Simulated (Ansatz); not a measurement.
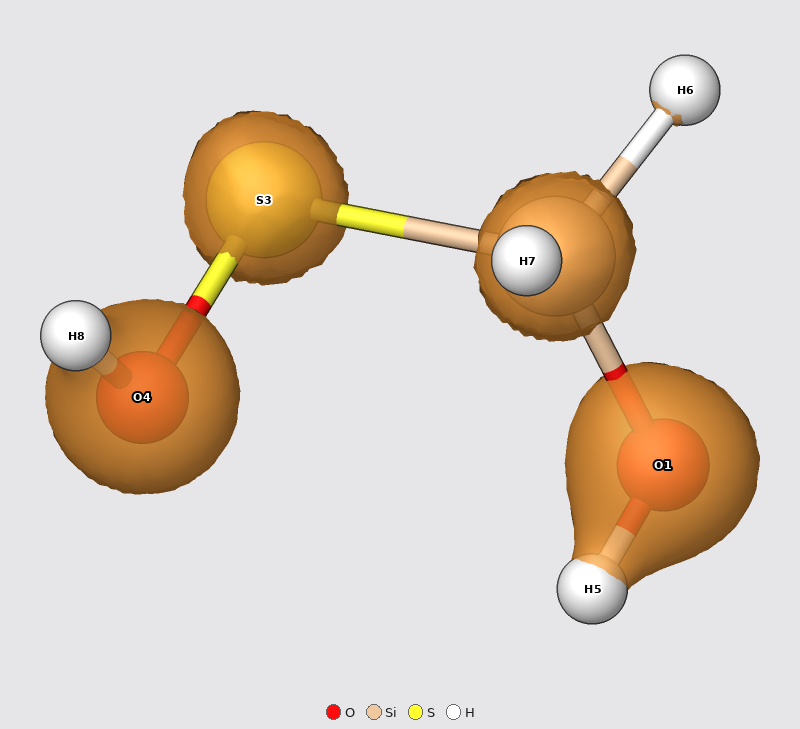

The picture shows: H₄O₂SSi. Isosurface of the total electron density at 1.5 e/Å³ (orange), seen across its widest extent.

Method: Ansatz, RKS BLYP-D4/def2-mTZVP.

Input file:

```
crystal:
  periodic: [false, false, false]
  atoms:
    - { symbol: O, position_ang: [-0.45525, 0.83368, -1.1605] }
    - { symbol: Si, position_ang: [0.76722, 0.81466, -0.1133] }
    - { symbol: S, position_ang: [0.25799, -0.72515, 1.338] }
    - { symbol: O, position_ang: [-1.05987, -1.33403, 0.43802] }
    - { symbol: H, position_ang: [-1.16322, 0.19596, -1.04872] }
    - { symbol: H, position_ang: [0.83989, 2.06735, 0.61643] }
    - { symbol: H, position_ang: [1.98641, 0.39403, -0.78584] }
    - { symbol: H, position_ang: [-1.17317, -2.24649, 0.71591] }
basis:
  gaussian: { orbitals: def2-mTZVP }
hamiltonian:
  xc: blyp
  dispersion: d4
relax:
  f_tol: 0.02
  max_steps: 50
output:
  orbitals: {}
```

Command:

```sh
ansatz run input.yaml --threads 2 --pin off --max-ram 3072MiB --backend cpu --events-out ev --progress --plain --runs-dir out
```

The fields are those of the relaxed geometry.

### What does this surface tell about the bonding?

At this value the surface falls into six separate pieces. It bridges the shortest O–H (0.98 Å) contacts, where the density stays above the isovalue. It is pinched off along the shortest Si–O (1.67 Å), S–O (1.76 Å) and Si–S (2.18 Å) contacts. On the grid the lowest density along these lines, outside the cores, is 0.96 e/Å³ (Si–O, 1.67 Å), 1.1 e/Å³ (S–O, 1.76 Å), 0.65 e/Å³ (Si–S, 2.18 Å) and 2.3 e/Å³ (O–H, 0.98 Å).
